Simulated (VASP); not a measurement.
Band structure of MnO$_{2}$ (rutile). All values below come from optB86b-vdW, VASP's PBE PAW potentials (set 64) (plane waves; VASP 6.6.1).

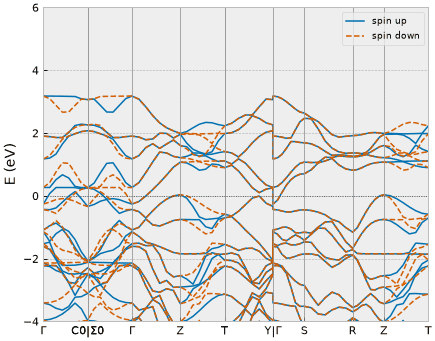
Figure. Bands along high-symmetry lines, zero at the valence-band maximum or, without a gap, the Fermi level

**Question.** Read the plot: is there a gap, and where are the band edges?

**Answer.** It has no gap at this level: it comes out as a metal or semimetal. (Edges off the drawn lines would not show.)

The compound is MnO2 in the rutile structure. It was relaxed first.
